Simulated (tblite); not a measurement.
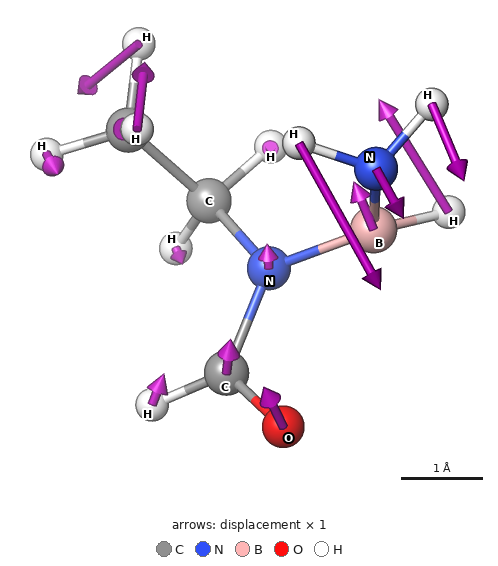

A relaxation of C$_{3}$H$_{9}$BN$_{2}$O. The starting structure is drawn; purple arrows show the displacements, at their true length. The two geometries are superimposed by the best rigid fit.

Style: ball-and-stick. Shown at a tilt.

Level of theory: GFN2-xTB geometry optimisation, gas phase in tblite 0.8.0. 

Which element moves most?

Answer. Hydrogen: up to 2.09 Å, against 0.72 Å for nitrogen.

Describe the change and its energy.

Answer. An H atom moves most after the best rigid fit: 2.09 Å. By element the largest moves are H 2.09 Å, N 0.72 Å, O 0.70 Å, B 0.66 Å, C 0.52 Å. Near-neighbour distances that change, for instance: B–N 1.529 → 1.376 Å, C–N 1.433 → 1.349 Å, C–O 1.276 → 1.212 Å, B–N 1.517 → 1.462 Å. Bond angles that change, for instance: B–N–H 110.2° → 124.9°, N–C–O 114.3° → 127.0°, B–N–H 108.4° → 120.3°. Groups turn about C–C by about 45°. After 119 geometry steps the energy has fallen by 1.969 eV. The run took 1 s on 1 thread of Arm Neoverse N1 (shared host).
